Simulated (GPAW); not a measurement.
Run report: BSiPH₆, property calculation

BSiPH₆, computed with PBE/real-space grid, scalar-relativistic datasets (GPAW 26.7.0).

The geometry comes from this level: GFN2-xTB.

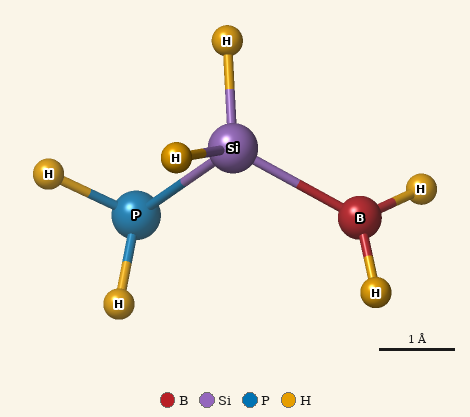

The structure as given in the input (ball-and-stick view, seen at a tilt).

## Summary

| quantity | value |
| --- | --- |
| outcome | converged |
| energy relative to the program's reference atoms | −36.3512 eV |
| largest force | 1.630 eV/Å |
| HOMO | −6.41 eV |
| LUMO | −3.68 eV |
| dipole moment | 0.67 D |
| hardware | 1 thread of Arm Neoverse V1, 24 GiB of memory available, shared host |
| wall time | 28 s |
| peak memory | 0.9 GiB |

## Input file (BH6PSi_sp.py)
```python
import numpy as np
from ase import Atoms
from ase.units import Debye
from gpaw import GPAW

mol = Atoms(["B", "Si", "P", "H", "H", "H", "H", "H", "H"],
    positions=[[ -1.030040,   0.548650,  -1.295510],
               [  0.507190,   0.499330,  -0.103120],
               [ -0.166410,  -0.829550,   1.620720],
               [ -1.179740,  -0.243780,  -2.144330],
               [ -1.884140,   1.333090,  -1.145100],
               [  0.920230,   1.725510,   0.603070],
               [  1.779170,  -0.058840,  -0.604850],
               [ -0.046180,  -2.011960,   0.912860],
               [  1.099920,  -0.962440,   2.156260]])
mol.center(vacuum=4.5)

calc = GPAW(mode="fd", h=0.18, symmetry="off", xc="PBE", maxiter=100, txt="BH6PSi.txt")
mol.calc = calc

energy = mol.get_potential_energy()
print(f"Energy                  {energy:.5f} eV")
forces = mol.get_forces()
print("Forces (eV/Ang)")
for symbol, f in zip(mol.symbols, forces):
    print(f'{symbol:2} {f[0]:9.4f} {f[1]:9.4f} {f[2]:9.4f}')
dipole = mol.get_dipole_moment() / Debye
print(f"Dipole = {np.linalg.norm(dipole):.3f} D")
homo, lumo = calc.get_homo_lumo()
print(f"HOMO                    {homo:.3f} eV")
print(f"LUMO: {lumo:.3f} eV")
print(f"Gap = {lumo - homo:.3f} eV")
```

Command:
```bash
python BH6PSi_sp.py
```

## Log
```
Energy                  -36.35122 eV
Forces (eV/Ang)
B     0.0508    0.0992   -0.0795
Si    0.7038   -0.2053    0.4706
P    -1.4033    0.7134    0.4225
H    -0.0392   -0.5256   -0.4857
H    -0.5583    0.4899    0.1412
H    -0.1027    0.5279    0.1383
H     0.2507   -0.2043   -0.3854
H     0.0237   -0.9122   -0.5853
H     1.0726    0.0072    0.3565
Dipole = 0.674 D
HOMO                    -6.414 eV
LUMO: -3.681 eV
Gap = 2.733 eV
```

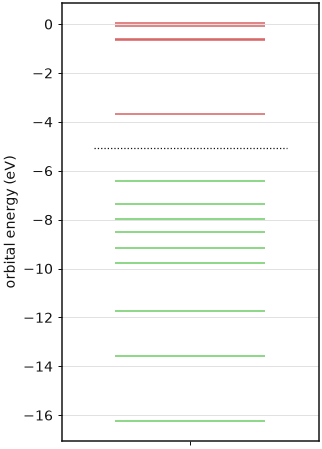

Orbital energies near the frontier; the dotted line parts filled from empty levels, and levels within 0.02 eV of each other stand side by side. Highest filled −6.41 eV, lowest empty −3.68 eV, 2.73 eV apart.
